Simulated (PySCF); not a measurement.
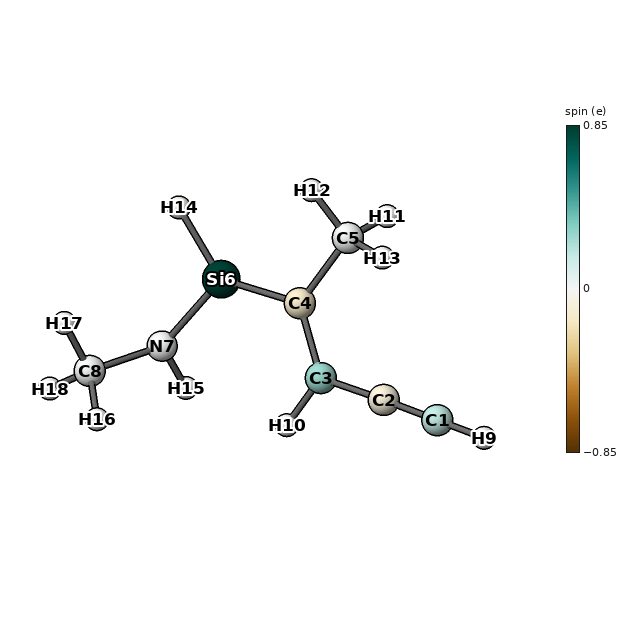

Atoms are coloured by their Mulliken spin populations. The species is neutral and a spin doublet. The geometry was computed by an optimisation with GFN2-xTB. No frequency run is at hand to confirm it as a minimum. Properties computed with UKS B3LYP, pcH-1 on C H N Si, non-relativistic (PySCF 2.14.0).

Give the Mulliken spin populations atom by atom.

```tsv
atom	value (e)
C1	0.18
C2	−0.09
C3	0.27
C4	−0.14
C5	0.01
Si6	0.82
N7	0.01
C8	0.01
H9	−0.01
H10	−0.01
H11	−0.01
H12	0.00
H13	0.00
H14	−0.03
H15	0.00
H16	0.00
H17	0.00
H18	0.00
```

Mulliken values depend strongly on the basis set. The geometry is semi-empirical. Around Si such bond lengths and angles can be off by a tenth of an ångström or more and by several degrees, and values that hang on the shape move with them.
